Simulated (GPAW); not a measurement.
# A 8-layer slab of Nb(100): work function by functional and basis, part 2 of 3

How far do functional and basis move the work function of a 8-layer slab of Nb(100)?

GPAW 26.7.0; GPAW, PAW setups; slab in vacuum, relaxation (the session's first sound run).

So far, upper work function (eV): step 2 (relaxation) 3.62; step 3 (plane waves, PBE) 3.62.

**4. Self-consistent run: xc = "vdW-DF2"**

The same geometry under vdW-DF2, to see how far the functional moves the levels against the vacuum (the van der Waals functionals take revPBE setups).

File run.py:

```python
import json
import numpy as np
from ase import Atoms
from gpaw import GPAW, PW

slab = Atoms(
    ['Nb', 'Nb', 'Nb', 'Nb', 'Nb', 'Nb', 'Nb', 'Nb'],
    positions=[
        [1.65000, 1.65000, 7.00000],
        [0.00000, 0.00000, 8.65000],
        [1.65000, 1.65000, 10.30000],
        [0.00000, 0.00000, 11.95000],
        [1.65000, 1.65000, 13.57141],
        [0.00000, -0.00000, 15.26998],
        [1.65000, 1.65000, 16.92401],
        [0.00000, -0.00000, 18.37486]],
    cell=[[3.3, 0.0, 0.0], [0.0, 3.3, 0.0], [0.0, 0.0, 25.55]],
    pbc=[True, True, False])

slab.calc = GPAW(mode=PW(400), xc='vdW-DF2', kpts={'size': (10, 10, 1), 'gamma': True},
                 occupations={'name': 'fermi-dirac', 'width': 0.1}, nbands='160%',
                 convergence={'density': 1e-05}, maxiter=200,
                 poissonsolver={'dipolelayer': 'xy'},
                 symmetry={'tolerance': 1e-3}, txt='slab.txt')
result = {}
energy = slab.get_potential_energy()
fermi = slab.calc.get_fermi_level()
v = slab.calc.get_electrostatic_potential().mean((0, 1)) - fermi
n = slab.calc.get_pseudo_density().mean((0, 1))
L = slab.cell[2, 2]
z = np.arange(len(v)) * L / len(v)
low, high = slab.positions[:, 2].min(), slab.positions[:, 2].max()
below, above = np.interp([low - 4.8, high + 4.8], z, v)
slopes = [np.interp(x, z, np.gradient(v, z)) for x in (low - 4.8, high + 4.8)]
eps = np.array([[slab.calc.get_eigenvalues(k, s) for k in range(len(slab.calc.get_ibz_k_points()))]
                for s in range(slab.calc.get_number_of_spins())]) - fermi
top, bottom = eps[eps < 0].max(), eps[eps > 0].min()
dipole = slab.get_dipole_moment()[2]
print(f'energy {energy:.4f} eV, Fermi level {fermi:.4f} eV, dipole {dipole:.5f} e A')
print(f'potential 4.8 A off the faces, from the Fermi level: lower {below:.4f} eV, upper {above:.4f} eV')
print(f'slope of the potential there: lower {slopes[0]:.5f}, upper {slopes[1]:.5f} eV/A')
print(f'nearest levels on the mesh: {top:.4f} and {bottom:.4f} eV')
print('magnetic moment', round(slab.get_magnetic_moment(), 3))
result.update(energy=energy, fermi=fermi, dipole=dipole, below=below, above=above, slopes=slopes, edges=[top, bottom],
              z=z.tolist(), v=v.tolist(), n=n.tolist(), positions=slab.positions.tolist(),
              forces=slab.get_forces(apply_constraint=False).tolist(), moments=slab.get_magnetic_moments().tolist())
json.dump(result, open('result.json', 'w'))
```

Launch:

```sh
$ OMP_NUM_THREADS=1 OPENBLAS_NUM_THREADS=1 python run.py
```

The program printed:

```text
energy -718.3505 eV, Fermi level 4.2246 eV, dipole 0.00569 e A
potential 4.8 A off the faces, from the Fermi level: lower 4.1494 eV, upper 4.0542 eV
slope of the potential there: lower -0.00576, upper 0.00522 eV/A
nearest levels on the mesh: -0.0064 and 0.0058 eV
magnetic moment 0.0
```

It took 6.5 min on 1 thread of Arm Neoverse V2, shared host; peak memory 0.54 GiB.

Numbers from this step:

| Property | Result |
| --- | --- |
| dipole along the normal | 0.005687 e·Å |
| levels nearest the Fermi level on the mesh | -0.006380, 0.005805 eV from the Fermi level |
| upper work function | 4.054 eV |
| lower work function | 4.149 eV |

The electrostatic potential energy of an electron (without an applied field's), less the Fermi level, planar mean oscillates, so the rows of the table below give means over windows of 1.6 Å about each position, cut where the curve ends. Its maxima inside the range that stand out by 2 % of the span (Å: eV): 7.9: -6.57, 9.5: -6.59, 11.2: -6.63, 12.8: -6.88, 14.4: -6.01, 16.1: -6.58, 17.7: -9.61. Its minima: 7.0: -17.5, 8.6: -17.2, 10.3: -17.3, 11.9: -17.2, 13.5: -17.1, 15.2: -17.2, 16.9: -17.5, 18.3: -17.7.

Table of electrostatic potential energy of an electron (without an applied field's), less the Fermi level, planar mean by z; means over each step:

```
z (Å)  electrostatic potential energy of an electron (without an applied field's), less the Fermi level, planar mean (eV)
 0.80                                                                                                                4.15
 2.40                                                                                                                4.15
 4.00                                                                                                                4.00
 5.60                                                                                                               0.946
 7.20                                                                                                               -11.7
 8.80                                                                                                               -11.8
10.40                                                                                                               -11.8
12.00                                                                                                               -11.8
13.60                                                                                                               -11.7
15.20                                                                                                               -11.7
16.80                                                                                                               -12.2
18.40                                                                                                               -11.9
20.00                                                                                                                2.07
21.60                                                                                                                3.97
23.20                                                                                                                4.05
24.80                                                                                                                4.06
```

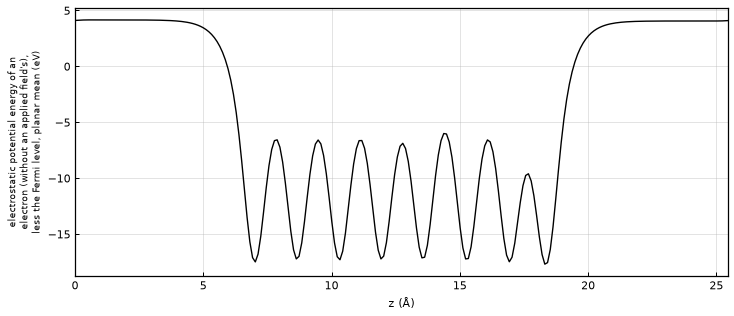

Electrostatic potential energy of an electron (without an applied field's), less the Fermi level, planar mean against z.

The pseudo valence density, planar mean oscillates, so the rows of the table below give means over windows of 1.7 Å about each position, cut where the curve ends. Its maxima inside the range that stand out by 2 % of the span (Å: e/Å³): 7.0: 1.13, 8.7: 1.13, 10.2: 1.13, 11.9: 1.16, 13.6: 1.14, 15.3: 1.14, 17.0: 1.13, 18.3: 1.14. Its minima: 7.9: 0.411, 9.4: 0.413, 11.1: 0.401, 12.8: 0.413, 14.5: 0.377, 16.2: 0.406, 17.7: 0.519.

Table of pseudo valence density, planar mean by z; means over each step:

```
z (Å)  pseudo valence density, planar mean (e/Å³)
 0.85                                      6.5e-6
 2.55                                      2.0e-4
 4.25                                     0.00511
 5.95                                       0.228
 7.65                                       0.726
 9.35                                       0.733
11.05                                       0.735
12.75                                       0.752
14.45                                       0.705
16.15                                       0.735
17.85                                       0.825
19.55                                       0.170
21.25                                     0.00388
22.95                                      1.5e-4
24.65                                      5.3e-6
```

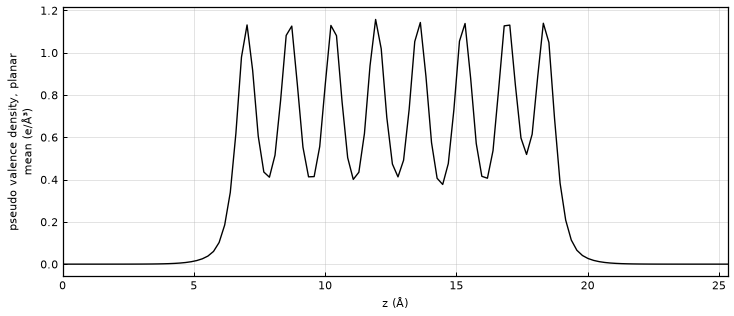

Pseudo valence density, planar mean, plotted against z.

Force by atom:

```
atom  x (eV/Å)  y (eV/Å)  z (eV/Å)  size
 Nb1      0.00      0.00      0.32  0.32
 Nb2      0.00      0.00     -1.06  1.06
 Nb3      0.00      0.00     -0.48  0.48
 Nb4      0.00      0.00      0.35  0.35
 Nb5      0.00      0.00      0.04  0.04
 Nb6      0.00      0.00     -0.07  0.07
 Nb7      0.00      0.00     -0.01  0.01
 Nb8      0.00      0.00      0.91  0.91
```

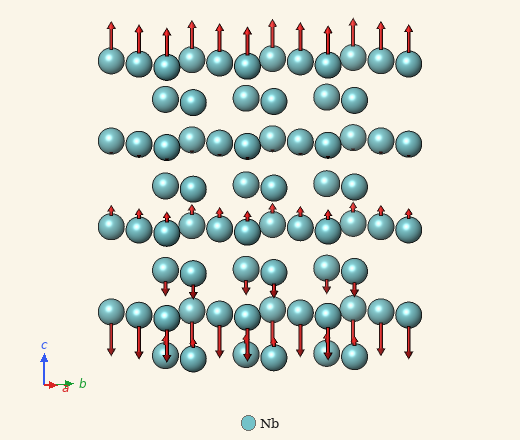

Force as arrows, the longest 1.06 eV/Å. 2×3×1 cells are drawn. Some periodic images of atoms are drawn too.

The upper face's work function is 4.054 eV, against 3.615 eV in the first plane-wave PBE run at this geometry.

**5. Self-consistent run: xc = "LDA"**

The same geometry under LDA, to see how far the functional moves the levels against the vacuum.

run.py, as its differences from that of step 4:

```diff
@@ -19,3 +19,3 @@
 
-slab.calc = GPAW(mode=PW(400), xc='vdW-DF2', kpts={'size': (10, 10, 1), 'gamma': True},
+slab.calc = GPAW(mode=PW(400), xc='LDA', kpts={'size': (10, 10, 1), 'gamma': True},
                  occupations={'name': 'fermi-dirac', 'width': 0.1}, nbands='160%',
```

The program printed:

```text
energy -87.3839 eV, Fermi level 4.0337 eV, dipole 0.00667 e A
potential 4.8 A off the faces, from the Fermi level: lower 4.0021 eV, upper 3.8908 eV
slope of the potential there: lower -0.00299, upper 0.00252 eV/A
nearest levels on the mesh: -0.0158 and 0.0243 eV
magnetic moment 0.0
```

It took 5.9 min on 1 thread; peak memory 0.36 GiB.

This step gave:

```
dipole along the normal                    : 0.006669 e·Å
levels nearest the Fermi level on the mesh : -0.01581, 0.02429 eV from the Fermi level
upper work function                        : 3.891 eV
lower work function                        : 4.002 eV
```

The electrostatic potential energy of an electron (without an applied field's), less the Fermi level, planar mean oscillates, so the rows of the table below give means over windows of 1.6 Å about each position, cut where the curve ends. Its maxima inside the range that stand out by 2 % of the span (Å: eV): 7.9: -6.07, 9.5: -6.06, 11.2: -6.10, 12.8: -6.35, 14.4: -5.48, 16.1: -6.04, 17.7: -9.12. Its minima: 7.0: -17.1, 8.6: -16.8, 10.3: -16.8, 11.9: -16.8, 13.5: -16.7, 15.2: -16.8, 16.9: -17.0, 18.3: -17.3.

Electrostatic potential energy of an electron (without an applied field's), less the Fermi level, planar mean against z; means over each step:

```
z (Å)  electrostatic potential energy of an electron (without an applied field's), less the Fermi level, planar mean (eV)
 0.80                                                                                                                4.00
 2.40                                                                                                                4.00
 4.00                                                                                                                3.90
 5.60                                                                                                                1.07
 7.20                                                                                                               -11.3
 8.80                                                                                                               -11.3
10.40                                                                                                               -11.3
12.00                                                                                                               -11.4
13.60                                                                                                               -11.2
15.20                                                                                                               -11.2
16.80                                                                                                               -11.7
18.40                                                                                                               -11.6
20.00                                                                                                                2.15
21.60                                                                                                                3.83
23.20                                                                                                                3.89
24.80                                                                                                                3.90
```

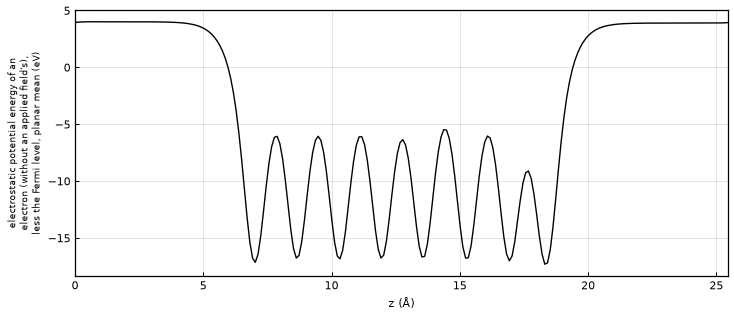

Electrostatic potential energy of an electron (without an applied field's), less the Fermi level, planar mean against z.

The upper face's work function is 3.891 eV, against 3.615 eV in the first plane-wave PBE run at this geometry.

**6. Self-consistent run: xc = "RPBE"**

The same geometry under RPBE, to see how far the functional moves the levels against the vacuum.

run.py, as its differences from that of step 5:

```diff
@@ -19,3 +19,3 @@
 
-slab.calc = GPAW(mode=PW(400), xc='LDA', kpts={'size': (10, 10, 1), 'gamma': True},
+slab.calc = GPAW(mode=PW(400), xc='RPBE', kpts={'size': (10, 10, 1), 'gamma': True},
                  occupations={'name': 'fermi-dirac', 'width': 0.1}, nbands='160%',
```

The program printed:

```text
energy -75.4946 eV, Fermi level 4.4102 eV, dipole 0.00776 e A
potential 4.8 A off the faces, from the Fermi level: lower 3.5891 eV, upper 3.4598 eV
slope of the potential there: lower -0.00418, upper 0.00357 eV/A
nearest levels on the mesh: -0.0035 and 0.0354 eV
magnetic moment 0.0
```

Wall time 7 min (1 thread); peak memory 0.37 GiB.

Numbers from this step:

- dipole along the normal: 0.007756 e·Å
- levels nearest the Fermi level on the mesh: -0.003480, 0.03536 eV from the Fermi level
- upper work function: 3.460 eV
- lower work function: 3.589 eV

The upper face's work function is 3.460 eV, against 3.615 eV in the first plane-wave PBE run at this geometry.

**7. OptPBE vdW: xc = "optPBE-vdW"**

The same geometry under optPBE-vdW, to see how far the functional moves the levels against the vacuum (the van der Waals functionals take revPBE setups).

run.py, as its differences from that of step 6:

```diff
@@ -19,3 +19,3 @@
 
-slab.calc = GPAW(mode=PW(400), xc='RPBE', kpts={'size': (10, 10, 1), 'gamma': True},
+slab.calc = GPAW(mode=PW(400), xc='optPBE-vdW', kpts={'size': (10, 10, 1), 'gamma': True},
                  occupations={'name': 'fermi-dirac', 'width': 0.1}, nbands='160%',
```

The program printed:

```text
energy -185.8779 eV, Fermi level 4.2030 eV, dipole 0.00650 e A
potential 4.8 A off the faces, from the Fermi level: lower 3.9642 eV, upper 3.8557 eV
slope of the potential there: lower -0.00637, upper 0.00561 eV/A
nearest levels on the mesh: -0.0123 and 0.0158 eV
magnetic moment 0.0
```

It took 7 min on 1 thread; peak memory 0.53 GiB.

Numbers from this step:

```yaml
dipole_along_the_normal: 0.006501 e·Å
levels_nearest_the_fermi_level_on_the_mesh: -0.01226, 0.01577 eV from the Fermi level
upper_work_function: 3.856 eV
lower_work_function: 3.964 eV
```

The electrostatic potential energy of an electron (without an applied field's), less the Fermi level, planar mean oscillates, so the rows of the table below give means over windows of 1.6 Å about each position, cut where the curve ends. Its maxima inside the range that stand out by 2 % of the span (Å: eV): 7.9: -6.37, 9.5: -6.37, 11.2: -6.41, 12.8: -6.66, 14.4: -5.79, 16.1: -6.36, 17.7: -9.41. Its minima: 7.0: -17.3, 8.6: -17.0, 10.3: -17.1, 11.9: -17.0, 13.5: -16.9, 15.2: -17.0, 16.9: -17.3, 18.3: -17.5.

The electrostatic potential energy of an electron (without an applied field's), less the Fermi level, planar mean by z; means over each step:

```
z (Å)  electrostatic potential energy of an electron (without an applied field's), less the Fermi level, planar mean (eV)
 0.80                                                                                                                3.96
 2.40                                                                                                                3.96
 4.00                                                                                                                3.83
 5.60                                                                                                               0.896
 7.20                                                                                                               -11.5
 8.80                                                                                                               -11.5
10.40                                                                                                               -11.6
12.00                                                                                                               -11.6
13.60                                                                                                               -11.5
15.20                                                                                                               -11.5
16.80                                                                                                               -12.0
18.40                                                                                                               -11.8
20.00                                                                                                                1.99
21.60                                                                                                                3.78
23.20                                                                                                                3.85
24.80                                                                                                                3.86
```

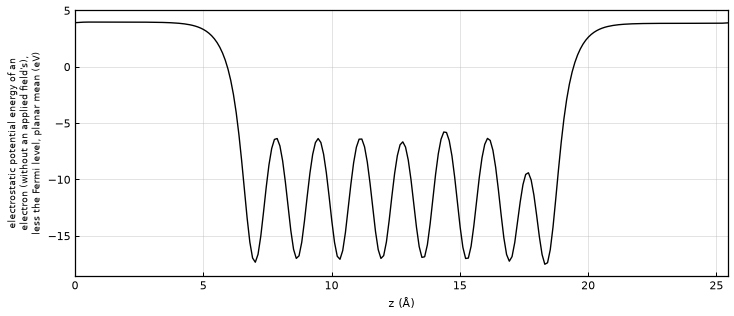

Electrostatic potential energy of an electron (without an applied field's), less the Fermi level, planar mean against z.

The upper face's work function is 3.856 eV, against 3.615 eV in the first plane-wave PBE run at this geometry.

**8. Self-consistent run: xc = "revPBE"**

The same geometry under revPBE, to see how far the functional moves the levels against the vacuum.

run.py, as its differences from that of step 7:

```diff
@@ -19,3 +19,3 @@
 
-slab.calc = GPAW(mode=PW(400), xc='optPBE-vdW', kpts={'size': (10, 10, 1), 'gamma': True},
+slab.calc = GPAW(mode=PW(400), xc='revPBE', kpts={'size': (10, 10, 1), 'gamma': True},
                  occupations={'name': 'fermi-dirac', 'width': 0.1}, nbands='160%',
```

The program printed:

```text
energy -76.3094 eV, Fermi level 4.3887 eV, dipole 0.00779 e A
potential 4.8 A off the faces, from the Fermi level: lower 3.6075 eV, upper 3.4776 eV
slope of the potential there: lower -0.00384, upper 0.00328 eV/A
nearest levels on the mesh: -0.0040 and 0.0351 eV
magnetic moment 0.0
```

Run time: 6.7 min. Hardware: 1 thread; peak memory 0.37 GiB.

This step gave:

```
dipole along the normal                    : 0.007793 e·Å
levels nearest the Fermi level on the mesh : -0.003958, 0.03511 eV from the Fermi level
upper work function                        : 3.478 eV
lower work function                        : 3.608 eV
```

The upper face's work function is 3.478 eV, against 3.615 eV in the first plane-wave PBE run at this geometry.

[end of part 2 of 3]

[Logs are printed without paths, hosts, clocks, repeated set-up lines and the standing remarks that a program may print on its own settings, such as how far it seeks lower states.]

[Hosts, paths, dates, database ids (printed as entryN), source tags and the programs' standing remarks are cut or masked in the printed files.]
